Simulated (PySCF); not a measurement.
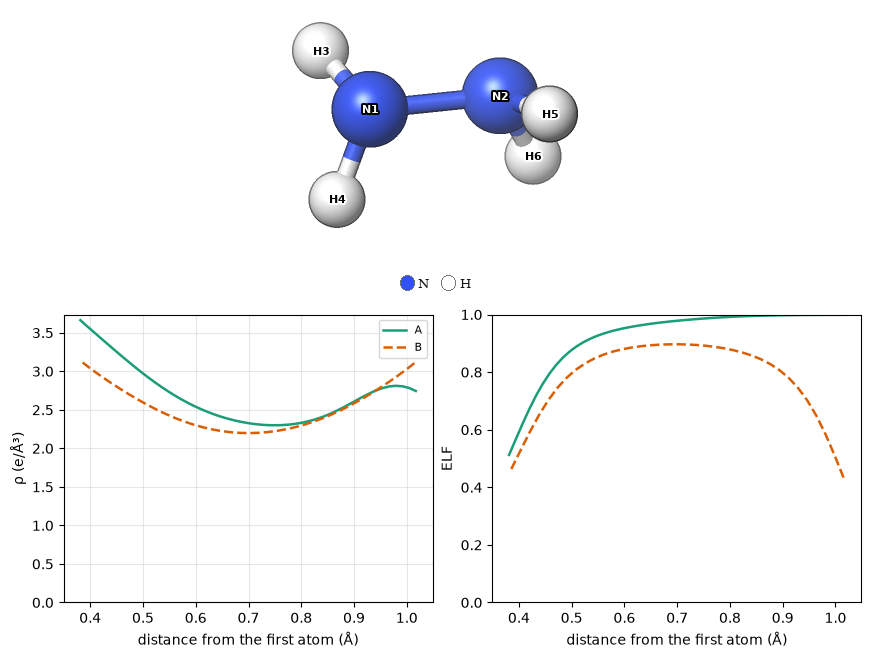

*H4N2 (SMILES NN). Total electron density and ELF along straight lines between neighbouring atoms. The curves leave out the atomic cores. The structure is drawn too.*

Geometry: PBE0-D3(BJ)/def2-SVP.

The calculation used DFT single point, gas phase, functional B3LYP in PySCF.

Input

```
{"job": {"kind": "sp", "xc": "B3LYP", "basis": "def2-TZVP", "d3": "d3bj", "grid": 2}, "charge": 0, "multiplicity": 1}
N      0.541370    -0.427655     0.247175
N     -0.539531     0.462981     0.177760
H      0.203706    -1.334289     0.560684
H      1.010997    -0.568330    -0.648480
H     -0.202234     1.407059     0.348773
H     -1.008263     0.464329    -0.729341
```

Run with:

```sh
OMP_NUM_THREADS=1 python redox_run.py task.json out
```

Question: Which curve belongs to which contact (N–H and N–N)? The first atom named is at distance zero.

Answer: Curve A: N–H (1.02 Å): the density is about 2.9 e/Å³ at the midpoint; the ELF climbs to about 1 towards the hydrogen, as it does in any bond to H: a covalent bond by its length. Curve B: N–N (1.40 Å): ρ is about 2.2 e/Å³ halfway; the ELF peaks at about 0.90 between the atoms (a shared electron pair).
